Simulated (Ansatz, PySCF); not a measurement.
Bond stretch in Ga2, triplet.

Computed with: ROHF/cc-pVTZ (Ansatz, a first-principles code); UHF/3-21G = unrestricted Hartree-Fock/3-21G in PySCF 2.14.0; UCCSDT = CCSDT on UHF/cc-pVTZ, cores with 3d frozen run with Ansatz; ROCCSDT = CCSDT on ROHF/cc-pVTZ, cores with 3d frozen (Ansatz).

Energies are in kcal/mol, each relative to the lowest point of its own curve between 2.55 and 3.33 Å, where full CI is lowest.

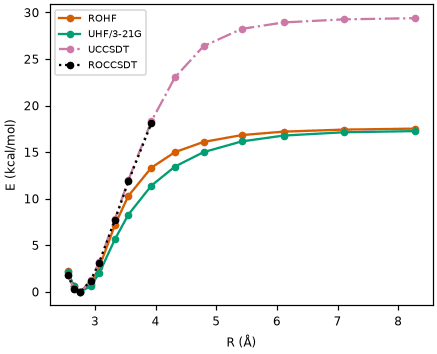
Figure: Energy against bond length for each method.

```csv
R / Å,ROHF,UHF/3-21G,UCCSDT,ROCCSDT
2.55,2.3,2.1,1.8,1.8
2.65,0.6,0.6,0.3,0.3
2.76,0.0,0.0,0.0,0.0
2.93,0.9,0.6,1.2,1.2
3.07,2.6,2.0,3.2,3.1
3.33,7.2,5.7,7.8,7.7
3.55,10.3,8.3,12.0,11.8
3.93,13.3,11.4,18.3,18.1
4.32,15.0,13.5,23.1,—
4.79,16.1,15.0,26.4,—
5.42,16.8,16.2,28.2,—
6.11,17.2,16.8,28.9,—
7.10,17.4,17.1,29.3,—
8.28,17.5,17.3,29.4,—
```

At the longest distance, 8.28 Å, UCCSDT lies highest above its minimum (29.4 kcal/mol) and UHF/3-21G lowest (17.3 kcal/mol).

A dash means that the run gave no value there, or that the column was ended at a point which the program doubted or which failed a test of continuity chosen for this set; such a test can also cut sound points.

The scan ran from 1.76 to 8.28 Å; beyond the distances shown full CI changes its symmetry label. The T1 diagnostic of CCSD on the restricted reference of ROCCSDT exceeds 0.045 at 3.33 to 3.93 Å.
